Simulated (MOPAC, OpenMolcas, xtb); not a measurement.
**How methods differ on InHClO (SMILES [O][InH][Cl])**

InHClO: 4 atoms, total charge 0, spin state doublet. As SMILES, `[O][InH][Cl]`. The shape comes from GFN2-xTB, which is rough for such elements, and wasn't checked as a minimum.

```csv
atom,x (Å),y (Å),z (Å)
O,-1.6442,-0.7047,0.3039
In,-0.0824,0.2262,-0.1820
Cl,1.4108,-1.0833,1.0149
H,0.3157,1.5618,-1.1369
```

Each level gives the dipole moment (D). The values are calculated.

| level | kind | program | value (D) | CPU time |
| --- | --- | --- | --- | --- |
| AM1 | semi-empirical | MOPAC | 3.45 | under 2 s |
| PM3 | semi-empirical | MOPAC | 1.82 | under 2 s |
| PM6 | semi-empirical | MOPAC | 4.17 | under 2 s |
| GFN0-xTB | semi-empirical | xtb | 3.38 | under 2 s |
| UHF/ANO-R0 (sfX2C) | Hartree–Fock | OpenMolcas | 1.84 | 4.9 s |
| UHF/STO-3G | Hartree–Fock | OpenMolcas | 4.10 | 6.2 s |
| UHF/3-21G | Hartree–Fock | OpenMolcas | 4.78 | 8.2 s |
| UHF/def2-SVP (core potential) | Hartree–Fock | OpenMolcas | 3.98 | 11 s |
| UPBE0/def2-SVP (core potential) | global hybrid | OpenMolcas | 3.40 | 48 s |
| UB3LYP/def2-SVPD (core potential) | global hybrid | OpenMolcas | 3.52 | 94 s |

All-electron rows without a relativistic Hamiltonian named are non-relativistic, while core potentials hold scalar relativity, so basis and relativity change together. The values span 1.82 to 4.78 D. Sets without polarisation functions give poor dipoles. Without the sets that lack polarisation functions the rows with a basis span only 3.40 to 3.98 D. CPU times are rough (shared hosts, several kinds of processor): they show what a rung costs within a factor of a few.

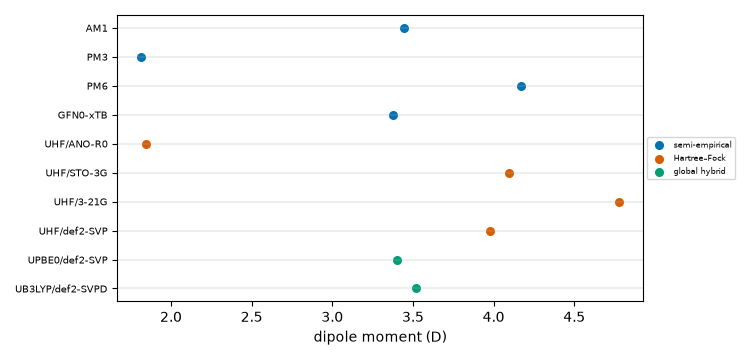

The values of the table, level by level.
